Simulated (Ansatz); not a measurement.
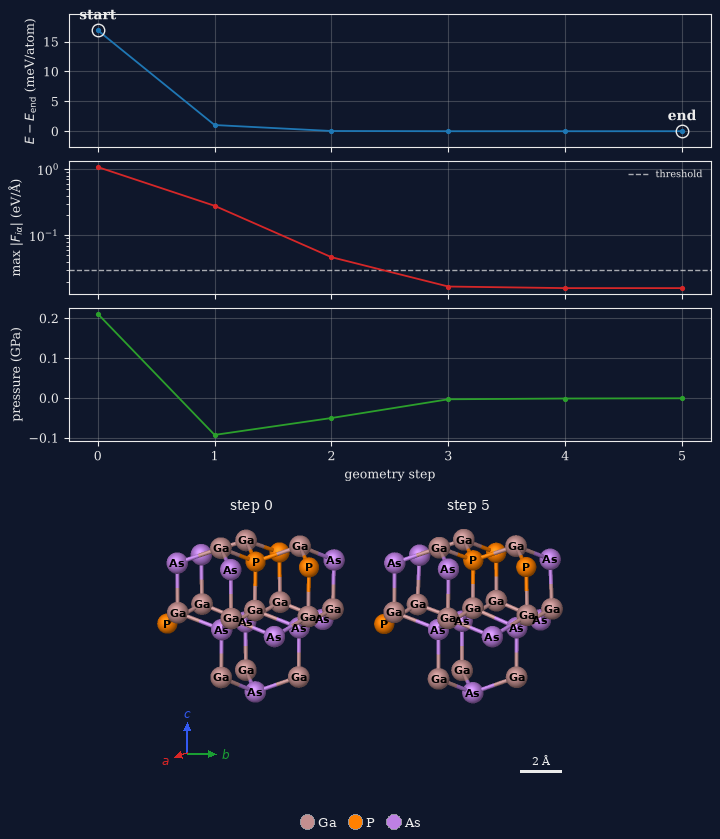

First and last geometry of a relaxation of crystalline Ga48P21As27 (a generated structure, set up in P1), with the history of the run. Style: ball-and-stick. Shown: the atoms within 5.0 Å of the atom that moves most (axes of the cell of the calculation), slightly off an axis.

Method: DFT, PBEsol, PAW, plane waves (Ansatz). (plane-wave cutoff 420 eV; k-point mesh 1 × 1 × 1; mesh shifted by (0.25, 0.25, 0.25); no spin polarisation; cell relaxed at fixed alpha, beta, gamma; force threshold 0.03 eV/Å; at most 80 steps)

Read the history and describe the run.

Answer. It converged. The largest moves relative to the cell, 0.12 Å, are those of Ga atoms. By element the largest moves are Ga 0.12 Å, P 0.08 Å, As 0.07 Å. The volume changes by −0.1 %, with a 11.762 → 11.744 Å (−0.2 %), b 13.581 → 13.583 Å (0.0 %), c 12.917 → 12.926 Å (+0.1 %). Near-neighbour distances that change, for instance: As–Ga 2.350 → 2.443 Å, Ga–P 2.458 → 2.372 Å, Ga–P 2.441 → 2.367 Å, As–Ga 2.366 → 2.424 Å. Bond angles that change, for instance: As–Ga–As 110.6° → 105.0°, Ga–As–Ga 107.5° → 110.7°, P–Ga–As 108.0° → 111.1°. The space group stays P1 (No. 1). Over 5 geometry steps the energy falls by 16.9 meV per atom. Largest force component: 1.1 eV/Å at the start, 0.016 eV/Å at the end. The pressure goes from 0.21 to 0.00 GPa.
